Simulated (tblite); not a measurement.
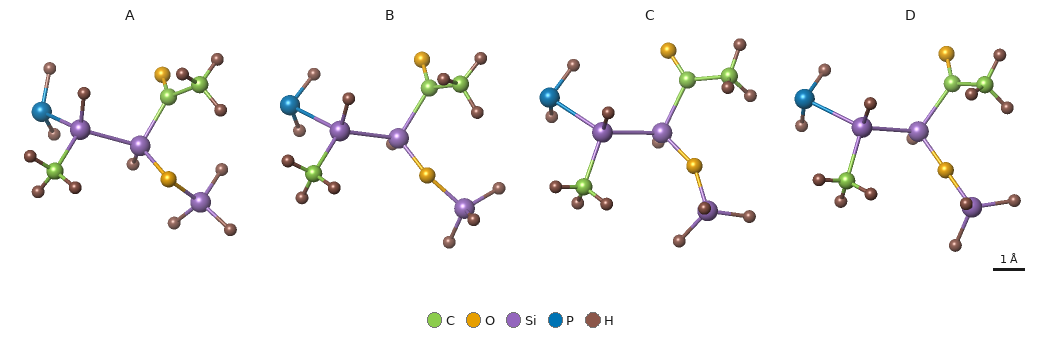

4 geometries from one relaxation of C$_{3}$H$_{13}$O$_{2}$PSi$_{3}$, in shuffled order. A ball-and-stick model, seen face on.

Computed with tblite 0.8.0, GFN2-xTB geometry optimisation, gas phase. 

**Put them in the order of the run, from the start to the converged end.**

A, B, D, C. They are steps 0, 45, 109, 232, at +41.4 kcal/mol, +3.47 kcal/mol, +0.92 kcal/mol relative to the last. Over 232 geometry steps the energy falls by 41.4 kcal/mol. The largest move after the best rigid fit is that of an H atom, 2.37 Å. Largest moves by element: H 2.37 Å, Si 1.02 Å, O 0.98 Å, P 0.97 Å, C 0.89 Å. Some distances before and after: Si–Si 2.714 → 3.167 Å, Si–Si 2.198 → 2.326 Å, O–Si 1.726 → 1.625 Å, H–P 1.474 → 1.382 Å. Among the angles between lasting bonds that change: Si–O–Si 104.4° → 153.9°, Si–P–H 110.2° → 95.3°, Si–P–H 108.4° → 94.4°. Groups turn about O–Si by about 110°, O–Si by about 90°, P–Si by about 35°.
